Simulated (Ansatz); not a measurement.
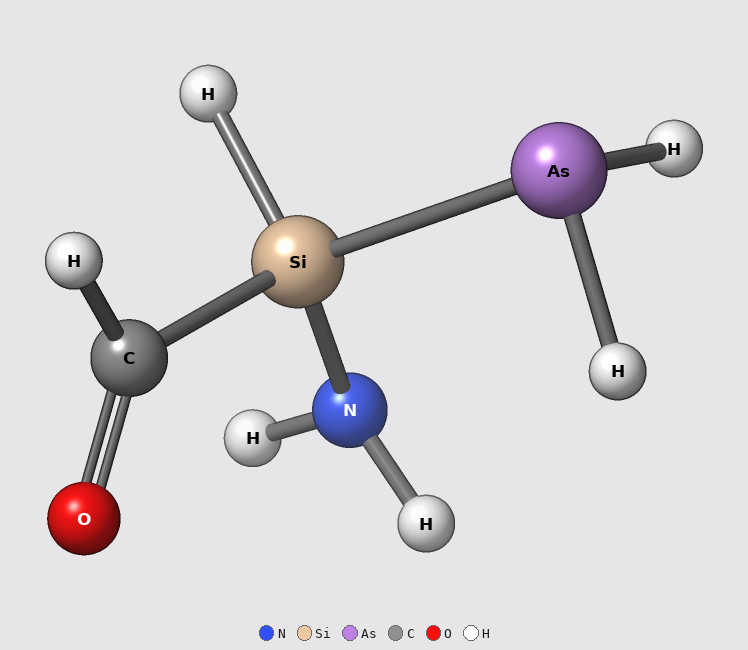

> Which formula does it have?

CH6AsNOSi, 11 atoms: 1 carbon, 6 hydrogen, 1 arsenic, 1 nitrogen, 1 oxygen and 1 silicon.

> Name some functional groups or characteristic bonds that it holds.

Among them: Si–H bond, Si–N bond.

> How many bonds of each kind are drawn?

2 N–H, 2 As–H, 1 N–Si, 1 As–Si, 1 C–Si, 1 C–O, 1 Si–H, 1 C–H.

> Which point group does it belong to?

C1.

> Does it have rings?

It has no ring.

More results for the same structure follow; atom numbers are the same in all pictures, views and colours differ. The computed structure is the end point of a PBE0-D4/def2-TZVP optimisation.

Shape

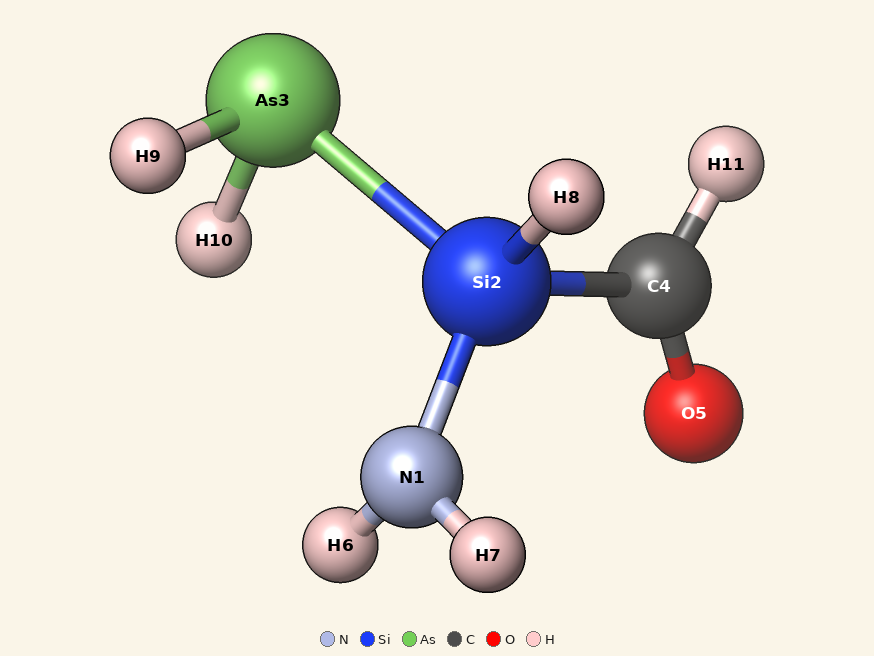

Atoms carry their numbers in the input.

Estimate the angles Si2–N1–H6, Si2–N1–H7, N1–Si2–As3, N1–Si2–C4, N1–Si2–H8, As3–Si2–C4, As3–Si2–H8, C4–Si2–H8, Si2–As3–H9, Si2–As3–H10, Si2–C4–O5, Si2–C4–H11, O5–C4–H11.

| angle | degrees |
| --- | --- |
| Si2–N1–H6 | 119.1 |
| Si2–N1–H7 | 119.2 |
| N1–Si2–As3 | 113.4 |
| N1–Si2–C4 | 115.0 |
| N1–Si2–H8 | 109.0 |
| As3–Si2–C4 | 103.9 |
| As3–Si2–H8 | 108.8 |
| C4–Si2–H8 | 106.3 |
| Si2–As3–H9 | 91.3 |
| Si2–As3–H10 | 91.0 |
| Si2–C4–O5 | 122.6 |
| Si2–C4–H11 | 118.2 |
| O5–C4–H11 | 119.2 |

Electronic properties

Method: RKS HSE06 (plane-wave form)-D4/def2-TZVPP (Ansatz 0.2.0).

Computed properties:

- HOMO energy (Kohn–Sham orbital): −6.24 eV
- LUMO energy (Kohn–Sham orbital): −1.91 eV
- HOMO–LUMO gap: 4.33 eV
- dispersion correction: −21.4 kJ/mol

Vibrations

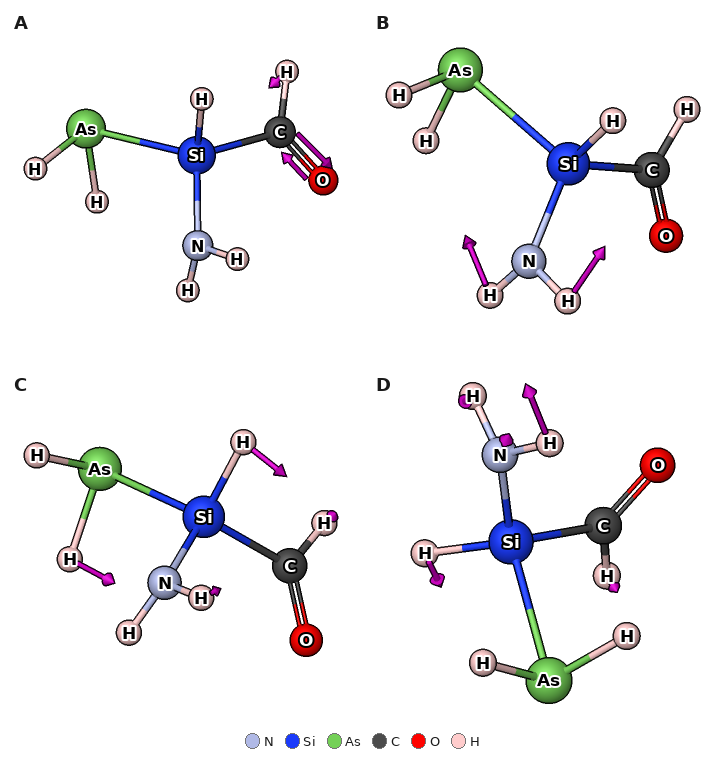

4 normal modes of one molecule or complex, as arrows. Harmonic vibrations computed with RKS PBE0-D4/def2-TZVP (Ansatz 0.2.0) at a stationary point of the same level.

> Match the panels to the wavenumbers 533 cm⁻¹, 884 cm⁻¹, 1580 cm⁻¹, 1772 cm⁻¹.

A: 1772 cm⁻¹
B: 1580 cm⁻¹, angle bending
C: 533 cm⁻¹, angle bending
D: 884 cm⁻¹

Thermal motion

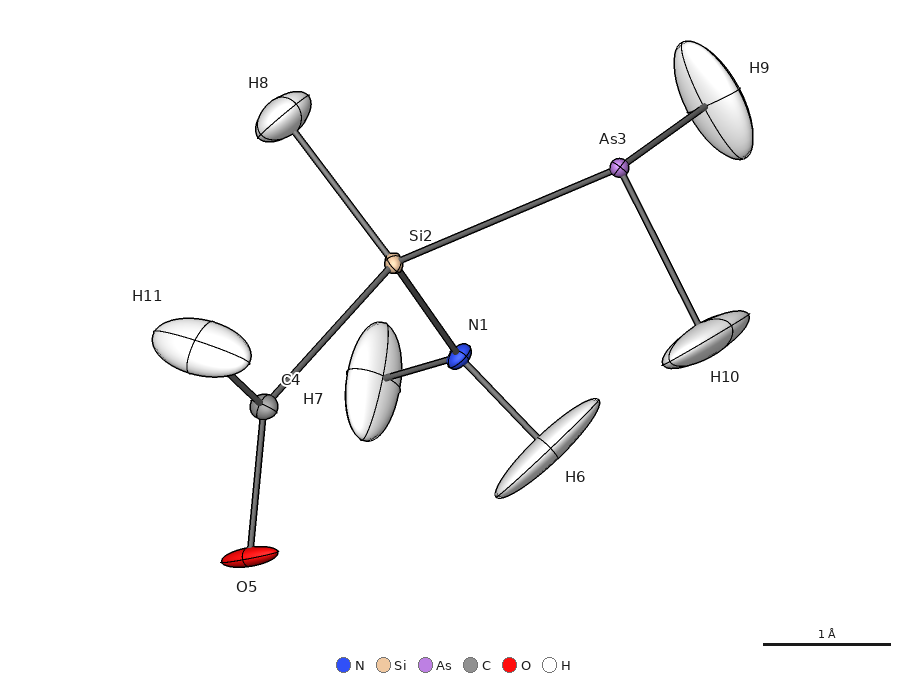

Displacement ellipsoids at the 50 % level, from the internal vibrations of the free molecule (harmonic, no overall translation or rotation; no half-axis is drawn under 0.075 Å). Vibrations computed with RKS PBE0-D4/def2-TZVP (Ansatz 0.2.0). Temperature: 100 K.

List U_eq and the three principal root-mean-square amplitudes for each kind of atom.

```tsv
atom	U_eq (Å²)	rms amplitudes (Å)
N1	0.0040	0.031, 0.070, 0.078
Si2	0.0024	0.033, 0.041, 0.066
As3	0.00075	0.011, 0.018, 0.043
C4	0.0043	0.041, 0.068, 0.081
O5	0.0122	0.033, 0.069, 0.175
H6	0.0549	0.075, 0.171, 0.360
H7	0.0499	0.092, 0.155, 0.342
H8	0.0223	0.099, 0.160, 0.177
H9	0.0513	0.091, 0.180, 0.336
H10	0.0530	0.088, 0.190, 0.339
H11	0.0407	0.084, 0.150, 0.304
```

Charges

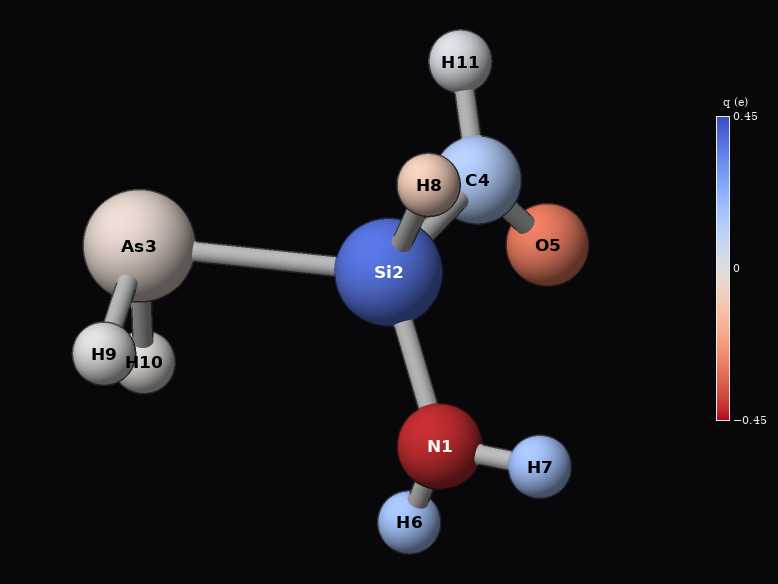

Atoms are coloured by their Mulliken charges. Method: RKS r2SCAN-D4/def2-TZVPP (Ansatz 0.2.0).

Give the Mulliken charges atom by atom.

| atom | value (e) |
| --- | --- |
| N1 | −0.41 |
| Si2 | 0.36 |
| As3 | −0.03 |
| C4 | 0.12 |
| O5 | −0.28 |
| H6 | 0.16 |
| H7 | 0.16 |
| H8 | −0.08 |
| H9 | 0.00 |
| H10 | −0.01 |
| H11 | 0.02 |

Mulliken values depend strongly on the basis set and can even reverse the polarity of a bond.
